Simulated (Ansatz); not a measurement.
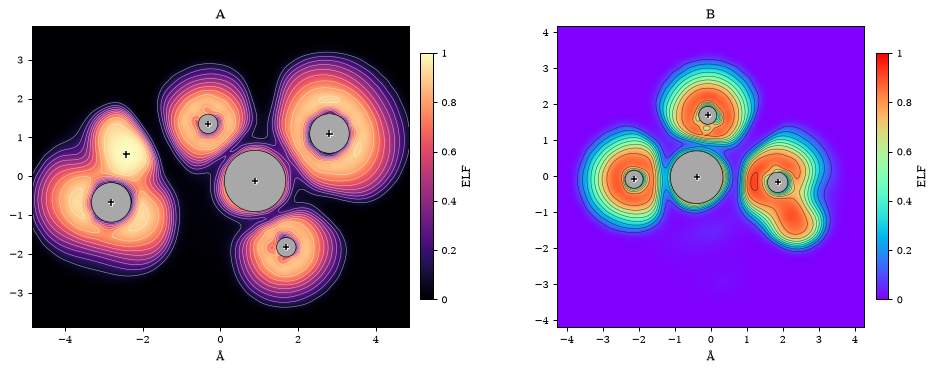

The electron localisation function of 2 systems, each on a plane through atoms (crosses mark nuclei in the plane; grey discs cover the cores).

All numbers below come from RKS B3LYP-D4/def2-SVP in Ansatz.

System 1: Cl$_{3}$F$_{2}$Ta···HCl, the plane of atoms Cl6, Ta1 and F7. Core potentials replace the inner electrons of Ta.

```yaml
atoms:
  - { symbol: Ta, position_ang: [-0.4559, -0.4339, 0.1632] }
  - { symbol: Cl, position_ang: [3.2251, 0.1796, 0.4356] }
  - { symbol: Cl, position_ang: [0.0448, 0.2616, 2.3131] }
  - { symbol: Cl, position_ang: [0.4333, -0.2120, -1.9619] }
  - { symbol: F, position_ang: [-1.2712, 1.2445, -0.0970] }
  - { symbol: Cl, position_ang: [-2.3539, -1.6843, 0.1296] }
  - { symbol: F, position_ang: [0.7587, -1.8738, 0.4338] }
  - { symbol: H, position_ang: [2.8447, -1.0527, 0.5362] }
```

System 2: F$_{3}$H$_{4}$OPTi, the plane of atoms O2, Ti1 and F5. 

```xyz
10

Ti    0.3065   -0.3395   -0.1234
O    -0.4938   -0.3323    1.9849
H    -1.1990   -0.9751    2.1491
F     0.9679   -0.5305   -1.7235
F     0.6386    1.3428    0.2112
F    -1.3191   -0.9927   -0.3278
P     1.9261   -1.8452    1.0334
H     0.9353   -2.8807    0.9673
H     2.5928   -2.2751   -0.1520
H     0.0932   -0.3305    2.7545
```

### Match each panel to its system.

Panel A is system 1, Cl$_{3}$F$_{2}$Ta···HCl: the plane holds Ta, Cl, F and H. F7···H8 (2.24 Å): the ELF dips to about 0.05 between them. Panel B is system 2, F$_{3}$H$_{4}$OPTi: the plane holds Ti, O and F. Ti–F (1.74 Å): the ELF peaks at about 0.85 in the valence shell of F, 0.5 Å from its nucleus, and drops to about 0.25 between the two atoms.
